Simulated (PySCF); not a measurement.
Molecule: F4Ti, SMILES [F][Ti]([F])([F])[F]. Atoms near the plane z = 0.0 Å, at the B3LYP/def2-SVP optimised geometry (x, y, z in Å): Ti1 (-0.6, -0.8, 0.0), F3 (1.2, -0.8, 0.0), F4 (-1.2, 0.8, 0.0).

Computed with B3LYP/def2-TZVP (PySCF). Cells within 0.4 Å of a nucleus heavier than hydrogen are left out (blank, or x). The values are rescaled to run from 0 to 1.

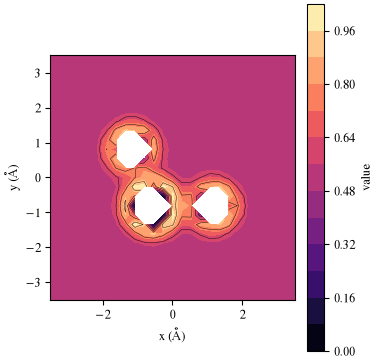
Fig. 1. a field on the plane z = 0.0 Å.

**Question.** Which quantity is mapped?
A. an orbital amplitude
B. deformation density (molecule minus spherical neutral atoms)
C. electron localisation function
D. Laplacian of the electron density

**Answer.** D, Laplacian of the electron density. In full: Laplacian of the electron density (e/bohr⁵), clipped to [-1.50, 1.50].
